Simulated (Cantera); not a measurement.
Charge: 1 mol Cu, 7.1 mol CO₂, 3.3 mol H₂, held at 0.0100 bar.

These are equilibrium values from Cantera (NASA tables, ideal gas, pure condensed phases), not measurements of a reactor. Candidate condensed phases: C, C₆H₆, C₇H₈, C₈H₁₈, Cu, CuO, Cu(OH)₂, Cu₂O, H₂O; 113 gas species. Rates play no part.

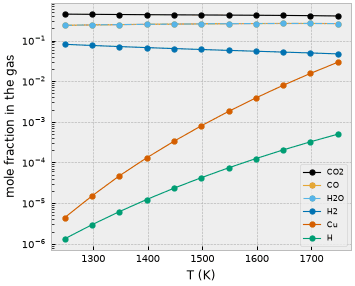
Equilibrium gas composition (values under 1e-9 drawn at 1e-9)

Task: Read off the mole fractions at 1398 K.

Result: CO₂ about 0.43, CO about 0.25, H₂O about 0.25, H₂ about 0.067, Cu about 0.00013, H about 1.2e-5.
